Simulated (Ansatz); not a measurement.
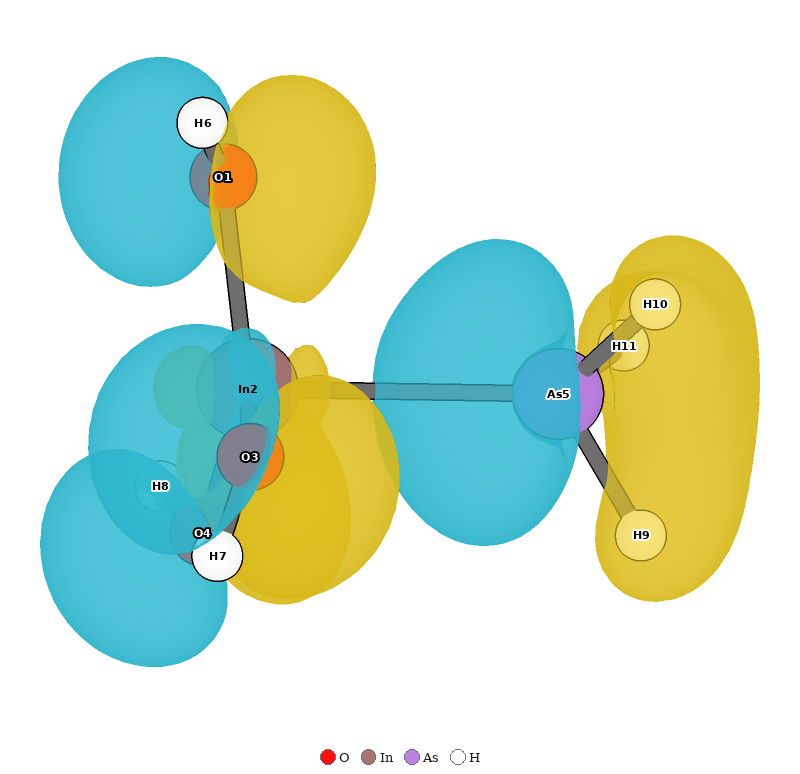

*AsH6InO3. The HOMO at ±0.06 Å⁻³ᐟ² (yellow and cyan are the two phases), seen across its widest extent.*

Geometry: PBE0-D4/def2-TZVP; core potentials replace the inner electrons of In.

All numbers below come from RKS PBE0-D4/def2-TZVPP in Ansatz 0.2.0.

```xyz
11

O    -1.8767    0.2983    1.3742
In   -0.0710   -0.4393    0.9634
O     1.5362    0.4616    1.7246
O     0.0832   -2.3286    0.3468
As    0.1383    0.7393   -1.6467
H    -1.8339    1.0031    2.0247
H     2.2681   -0.1499    1.8345
H    -0.7574   -2.7897    0.3989
H     1.3512    0.4718   -2.5022
H     0.1282    2.2394   -1.8008
H    -0.9009    0.4369   -2.6968
```

### What is the character of this orbital?

It lies mainly on O1 (about 20 %), O3 (about 20 %), O4 (about 20 %), As5 (about 20 %) and In2 (about 5 %). Its energy is −7.98 eV.
